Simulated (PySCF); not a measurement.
Molecule (SMILES): O (H2O).
Geometry (B3LYP-D3(BJ)/def2-TZVP, fixed):
```xyz
3

O      0.0070     0.0013     0.1167
H     -0.0500     0.7593    -0.4742
H     -0.0062    -0.7700    -0.4592
```
Charge 0, spin multiplicity 1.

Basis-set convergence of the mean static polarisability at HF with PySCF. All functions are spherical. Density fitting with generated auxiliary sets. No added dispersion term, no relativity. Reference: the value in d-aug-cc-pVTZ, 8.61 bohr³, itself unsure by roughly 0.3 % (its mean distance from aug-pcseg-3, aug-cc-pVQZ, aug-pcseg-2). Deviations are taken from unrounded values.

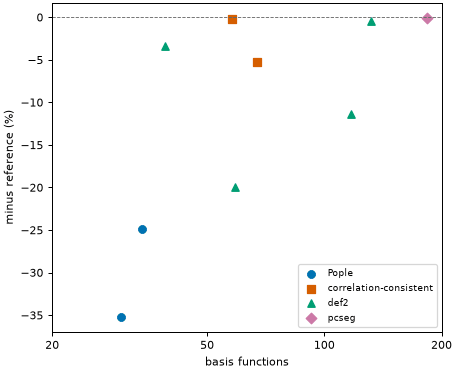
Figure: Deviation from the reference against the number of basis functions, by family of sets.

```json
[
 {"basis": "6-311G**", "functions": "30", "mean static polarisability (bohr³)": "5.58", "minus reference (%)": "-35.2"},
 {"basis": "6-311+G**", "functions": "34", "mean static polarisability (bohr³)": "6.47", "minus reference (%)": "-24.9"},
 {"basis": "def2-SVPD", "functions": "39", "mean static polarisability (bohr³)": "8.32", "minus reference (%)": "-3.4"},
 {"basis": "d-aug-cc-pVDZ", "functions": "58", "mean static polarisability (bohr³)": "8.59", "minus reference (%)": "-0.3"},
 {"basis": "def2-TZVPP", "functions": "59", "mean static polarisability (bohr³)": "6.89", "minus reference (%)": "-20.0"},
 {"basis": "jun-cc-pV(T+d)Z", "functions": "67", "mean static polarisability (bohr³)": "8.16", "minus reference (%)": "-5.2"},
 {"basis": "def2-QZVPP", "functions": "117", "mean static polarisability (bohr³)": "7.63", "minus reference (%)": "-11.4"},
 {"basis": "def2-QZVPPD", "functions": "132", "mean static polarisability (bohr³)": "8.58", "minus reference (%)": "-0.4"},
 {"basis": "aug-pcseg-3", "functions": "183", "mean static polarisability (bohr³)": "8.60", "minus reference (%)": "-0.1"}
]
```
